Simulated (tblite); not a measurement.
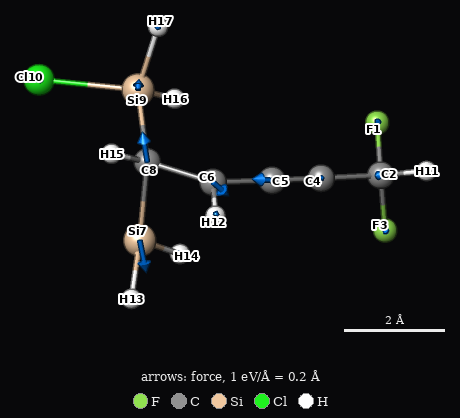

Starting geometry of C₅H₇ClF₂Si₂ with the computed forces as blue arrows. A ball-and-stick model, seen at a tilt.

All numbers below come from tblite, GFN2-xTB geometry optimisation, gas phase. 

Q: Is this structure relaxed? If not, where do the atoms go?

A: It isn't relaxed: the largest force vector, on Si7, is 3.64 eV/Å. The final displacements have little in common with the starting forces (cosine between the two patterns 0.14). After 146 geometry steps the energy has fallen by 1.164 eV. The atom that moves furthest after the best rigid fit is H17 (0.78 Å). By element the largest moves are H 0.78 Å, F 0.67 Å, Cl 0.53 Å, C 0.45 Å, Si 0.41 Å. Some distances before and after: C6–Si7 2.268 → 1.909 Å, Si7–C8 1.776 → 1.890 Å, C6–C8 1.464 → 1.550 Å, C5–Si7 2.958 → 2.879 Å. Bond angles that change, for instance: C6–C8–Si7 88.3° → 66.6°, Si7–C8–Si9 113.4° → 124.5°, Si9–C8–H15 106.1° → 112.3°. The run took 1.6 s on 1 thread of Arm Neoverse V1, on a shared host.
